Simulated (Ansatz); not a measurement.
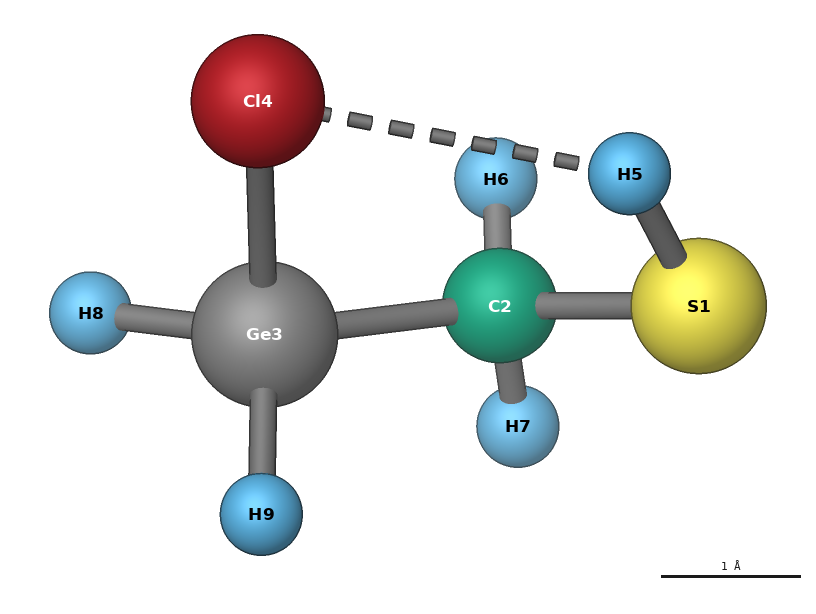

Broken lines mark hydrogen bonds. The computed structure is the end point of a PBE-D4/def2-SVP optimisation. No frequency run is at hand to confirm it as a minimum.

Give donor, acceptor, H···A distance and D–H···A angle of each hydrogen bond.

| D–H···A | D–H (Å) | H···A (Å) | angle (°) | kind |
| --- | --- | --- | --- | --- |
| S1–H5···Cl4 | 1.37 | 2.76 | 125 | intramolecular |
